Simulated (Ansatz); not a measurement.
# C5H6ClN: the cost of one run

Method: RKS B3LYP/def2-SVP, in Ansatz 0.2.0.

## Step 1: The system as given

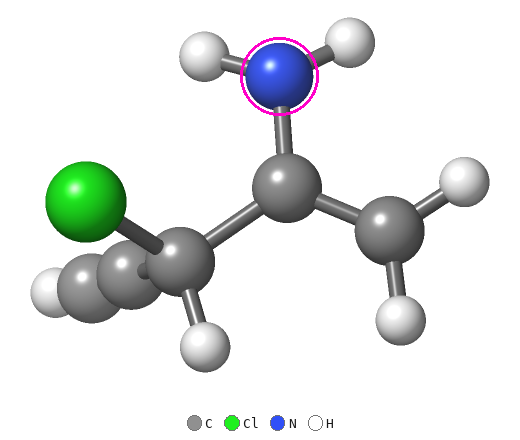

Start, viewed from a free direction; carbon grey, chlorine green, nitrogen blue, hydrogen white. Ringed: N7.

Structure file:

```xyz
13

C    -0.0999   -2.5175   -1.1636
C    -0.4698   -1.5655   -0.4579
C    -0.8906   -0.4517    0.4163
Cl   -2.4360    0.0700   -0.0169
C     0.1271    0.7142    0.2792
C     0.8855    1.1055    1.3407
N     0.2476    1.4027   -0.9087
H     0.1669   -3.2629   -1.8204
H    -0.9051   -0.7891    1.5079
H     0.8321    0.5815    2.3223
H     1.5658    1.9247    1.2950
H     1.1301    1.8749   -1.0479
H    -0.1334    0.8785   -1.7311
```

## Step 2: End point A

input.yaml

```yaml
crystal:
  periodic: [false, false, false]
  atoms:
    - { symbol: C, position_ang: [-0.0999, -2.5175, -1.1636] }
    - { symbol: C, position_ang: [-0.4698, -1.5655, -0.4579] }
    - { symbol: C, position_ang: [-0.8906, -0.4517, 0.4163] }
    - { symbol: Cl, position_ang: [-2.436, 0.07, -0.0169] }
    - { symbol: C, position_ang: [0.1271, 0.7142, 0.2792] }
    - { symbol: C, position_ang: [0.8855, 1.1055, 1.3407] }
    - { symbol: "N", position_ang: [0.2476, 1.4027, -0.9087] }
    - { symbol: H, position_ang: [0.1669, -3.2629, -1.8204] }
    - { symbol: H, position_ang: [-0.9051, -0.7891, 1.5079] }
    - { symbol: H, position_ang: [0.8321, 0.5815, 2.3223] }
    - { symbol: H, position_ang: [1.5658, 1.9247, 1.295] }
    - { symbol: H, position_ang: [1.1301, 1.8749, -1.0479] }
    - { symbol: H, position_ang: [-0.1334, 0.8785, -1.7311] }
basis:
  gaussian: { orbitals: def2-SVP }
hamiltonian:
  xc: b3lyp
relax:
  f_tol: 0.015
  max_steps: 40
output:
  orbitals: {}
```

Started as:

```
ansatz run input.yaml --threads 2 --pin off --max-ram 3072MiB --backend cpu --events-out ev --progress --plain --runs-dir out
```

Q: Estimate wall time and peak memory on 2 threads of Arm Neoverse V1, shared host.

About 53 s, with a peak of 0.38 GiB.
